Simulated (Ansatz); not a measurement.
## Electronic structure of C3H10OSi in real space

```yaml
atoms:
  - { symbol: Si, position_ang: [-0.0072, -0.0482, -0.0322] }
  - { symbol: O, position_ang: [0.0952, -0.2209, 1.6365] }
  - { symbol: H, position_ang: [-0.7385, -0.2878, 2.1096] }
  - { symbol: C, position_ang: [1.7668, 0.0462, -0.6124] }
  - { symbol: H, position_ang: [2.3176, -0.8659, -0.3345] }
  - { symbol: H, position_ang: [1.8250, 0.1597, -1.7064] }
  - { symbol: H, position_ang: [2.2826, 0.9037, -0.1528] }
  - { symbol: C, position_ang: [-0.9417, 1.5238, -0.4684] }
  - { symbol: H, position_ang: [-1.9824, 1.4936, -0.1063] }
  - { symbol: H, position_ang: [-0.4561, 2.4063, -0.0226] }
  - { symbol: H, position_ang: [-0.9779, 1.6732, -1.5598] }
  - { symbol: C, position_ang: [-0.8829, -1.5307, -0.7876] }
  - { symbol: H, position_ang: [-1.9246, -1.6114, -0.4363] }
  - { symbol: H, position_ang: [-0.9116, -1.4556, -1.8869] }
  - { symbol: H, position_ang: [-0.3660, -2.4676, -0.5262] }
```

The calculation used RKS PBE0/def2-SVP in Ansatz.

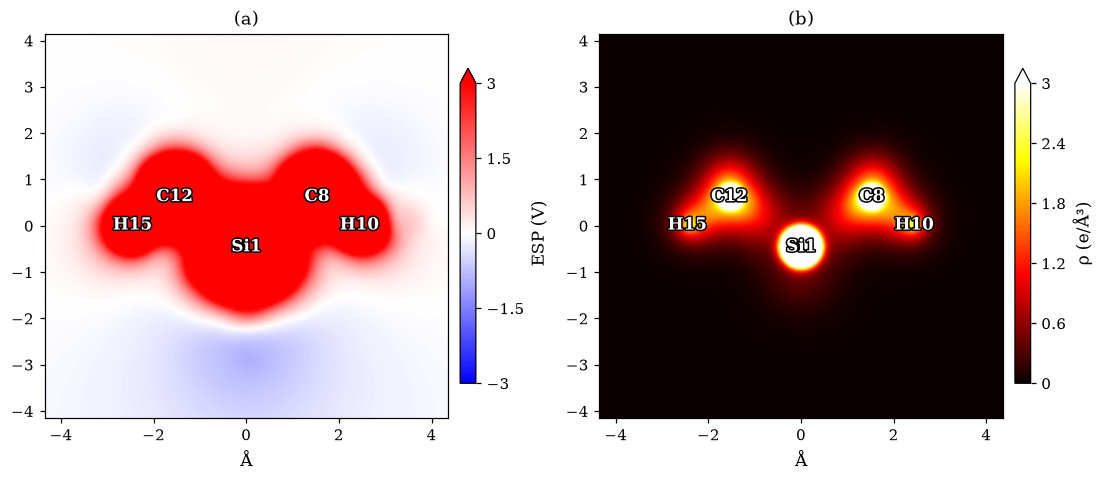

Figure 1. (a) molecular electrostatic potential; (b) total electron density on the plane of atoms Si1, C8 and H10.

Read the bonding off the picture.

Answer. Atoms in the plane: Si, C and H. C–Si (1.88 Å): ρ is about 0.96 e/Å³ halfway. C–H (1.10 Å): ρ is about 1.8 e/Å³ halfway. Outside the dense part of the molecule the potential is most negative (−0.9 V) near C4, which lies off the plane.

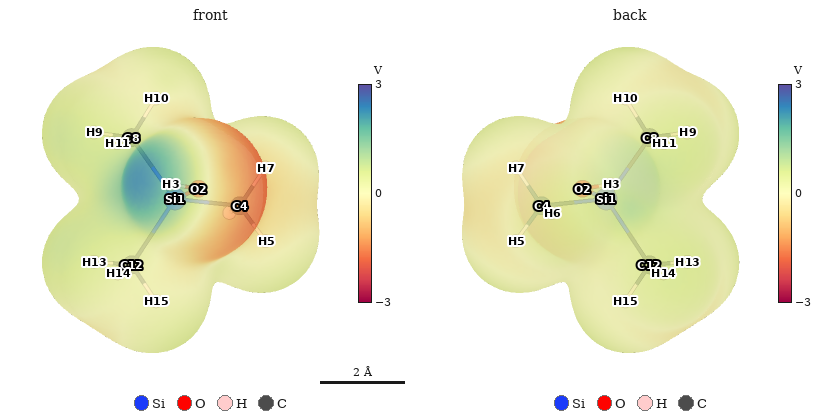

Figure 2. The electrostatic potential painted on the density surface at 0.002 e/bohr³, seen from the front and from behind; red is negative and blue positive.

Where is the surface potential most negative and most positive?

Answer. The most negative region (about −1.7 V) lies over O2, the most positive (about +2.2 V) over H3. O2 is the likeliest acceptor of a hydrogen bond.

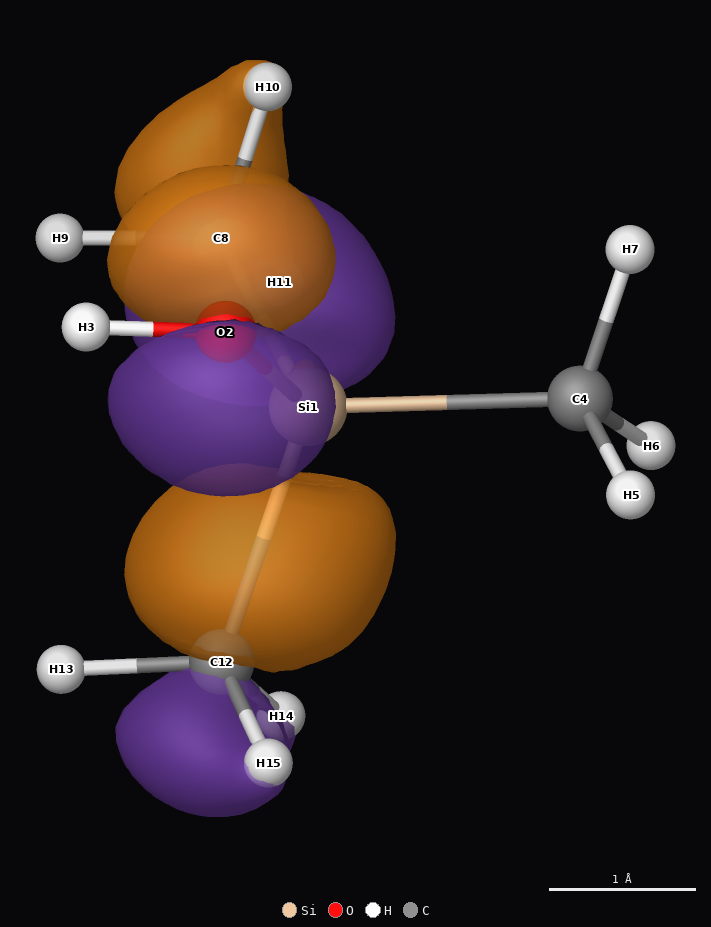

Figure 3. The HOMO at ±0.15 Å⁻³ᐟ² (orange and purple are the two phases), seen at a tilt.

Describe this orbital and give its energy.

Answer. Its weight (Hirshfeld) is mainly on O2 (about 35 %), C8 (about 20 %), C12 (about 20 %) and Si1 (about 15 %). Its energy is −7.84 eV.
